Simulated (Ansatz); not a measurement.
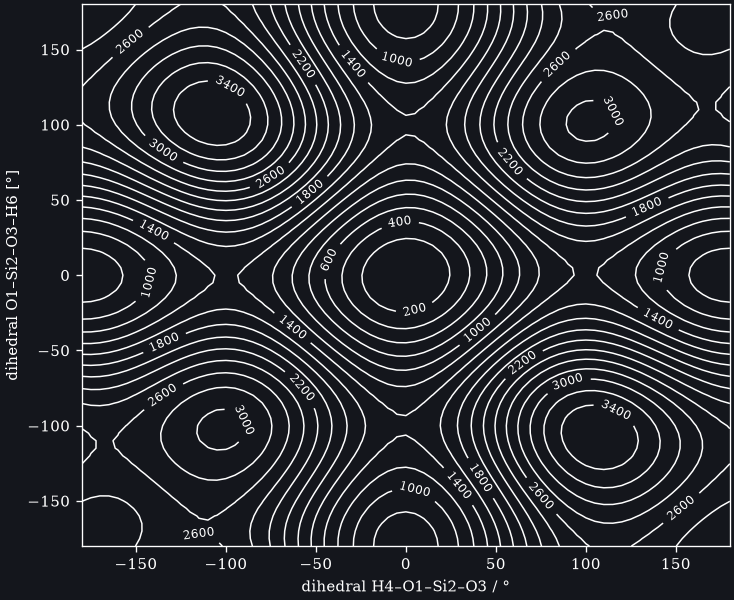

Energy landscape of H3O2Si, SMILES O[SiH+]O, charge +1. Coordinates scanned: (1) dihedral H4–O1–Si2–O3; (2) dihedral O1–Si2–O3–H6. Nothing is relaxed (all other coordinates rigid). The grid has 18 × 18 points; 112 points were computed and 212 follow by symmetry. All energies are given in cm⁻¹ relative to the lowest grid point. Level of theory: RKS SPW92 (LDA)/def2-TZVP in Ansatz.

Drawn: contour lines labelled in cm⁻¹. Between grid points the surface is interpolated. 

### What does the map say about the system?

The lowest grid point is at dihedral H4–O1–Si2–O3 = 0°, dihedral O1–Si2–O3–H6 = 0°. Higher local minima lie near dihedral H4–O1–Si2–O3 = 0°, dihedral O1–Si2–O3–H6 = −180° (668 cm⁻¹ above the lowest at that grid point); dihedral H4–O1–Si2–O3 = −180°, dihedral O1–Si2–O3–H6 = −180° (2253 cm⁻¹ above the lowest at that grid point). The highest grid point, dihedral H4–O1–Si2–O3 = −100°, dihedral O1–Si2–O3–H6 = 100°, lies 3547 cm⁻¹ above the lowest. On the interpolated surface the easiest way out of the lowest well to the well at dihedral H4–O1–Si2–O3 = 0°, dihedral O1–Si2–O3–H6 = −180° passes a barrier of about 1400 cm⁻¹. Round the minimum the two coordinates are weakly coupled (coupling −0.06 in units of the two stiffnesses).

The values on the grid:

| dihedral O1–Si2–O3–H6 ↓, dihedral H4–O1–Si2–O3 → | −160 | −120 | −80 | −40 | 0 | 40 | 80 | 120 | 160 |
| --- | --- | --- | --- | --- | --- | --- | --- | --- | --- |
| 160 | 2466 | 2858 | 2503 | 1388 | 770 | 1341 | 2325 | 2589 | 2333 |
| 120 | 2858 | 3463 | 3173 | 1975 | 1294 | 1857 | 2784 | 2906 | 2589 |
| 80 | 2504 | 3173 | 3053 | 1963 | 1288 | 1828 | 2739 | 2784 | 2325 |
| 40 | 1388 | 1975 | 1963 | 1077 | 493 | 981 | 1828 | 1857 | 1341 |
| 0 | 770 | 1294 | 1287 | 492 | 0 | 492 | 1287 | 1294 | 770 |
| −40 | 1341 | 1857 | 1828 | 981 | 493 | 1077 | 1963 | 1975 | 1388 |
| −80 | 2325 | 2784 | 2739 | 1828 | 1288 | 1963 | 3053 | 3173 | 2504 |
| −120 | 2589 | 2906 | 2784 | 1857 | 1294 | 1975 | 3173 | 3463 | 2858 |
| −160 | 2333 | 2589 | 2325 | 1341 | 770 | 1388 | 2503 | 2858 | 2466 |

The table holds every second grid line.

The input of one point:

```yaml
crystal:
  periodic: [false, false, false]
  atoms:
    - { symbol: O, position_ang: [-1.123968, -0.239274, -0.827244] }
    - { symbol: Si, position_ang: [0.185847, 0.396604, -0.265505] }
    - { symbol: O, position_ang: [1.004937, -0.014979, 0.997536] }
    - { symbol: H, position_ang: [-1.709496, -0.976852, -0.567602] }
    - { symbol: H, position_ang: [0.718681, 1.533983, -1.02695] }
    - { symbol: H, position_ang: [0.923984, -0.699485, 1.689772] }
total_charge: 1
basis:
  gaussian: { orbitals: def2-TZVP }
hamiltonian:
  xc: lda
output:
  forces: true
```

Each point was launched as `ansatz run input.yaml --threads 1 --pin off --max-ram 2560MiB --backend cpu --events-out ev --progress --plain --runs-dir out`. Time for the 112 points that were run: 2.5 min on 1 thread of Arm Neoverse V2 (shared host).
